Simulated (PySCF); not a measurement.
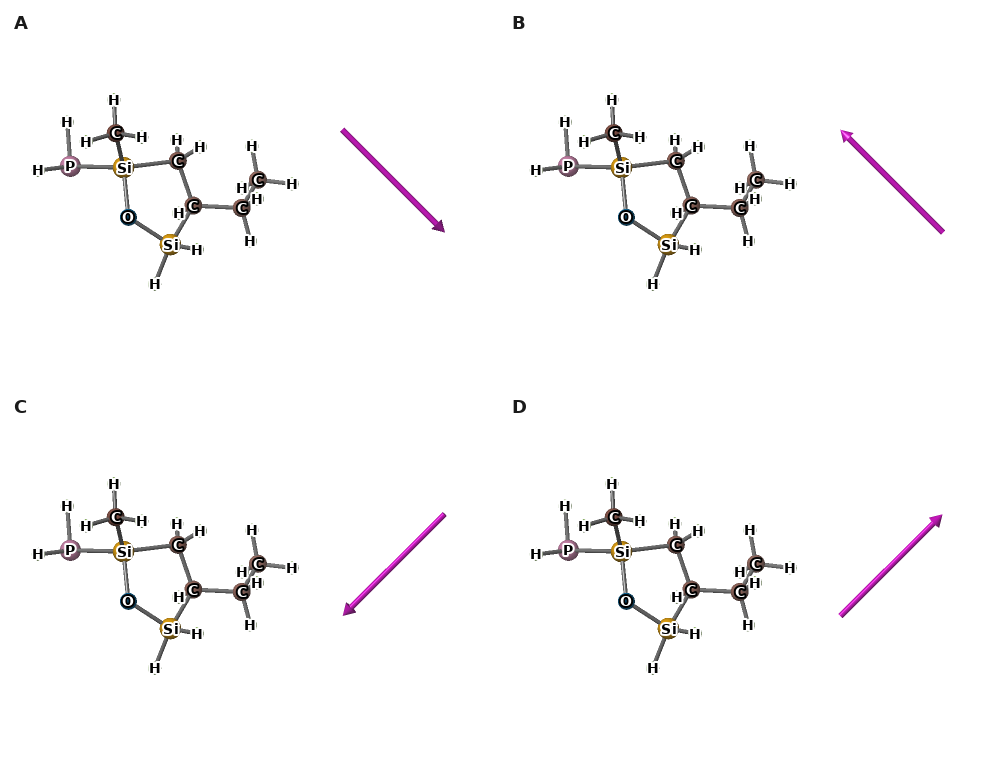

The same molecule four times, each with an arrow. Computed geometry: GFN2-xTB optimisation. No frequency run is at hand to confirm it as a minimum. Properties computed with PBE0/pcSseg-1, gas phase (PySCF 2.14.0).

Which arrow points along the dipole moment, from the negative to the positive end?

Answer. D. The dipole moment is 1.84 D.

The geometry is semi-empirical. Around P, Si such bond lengths and angles can be off by a tenth of an ångström or more and by several degrees, and values that hang on the shape move with them.
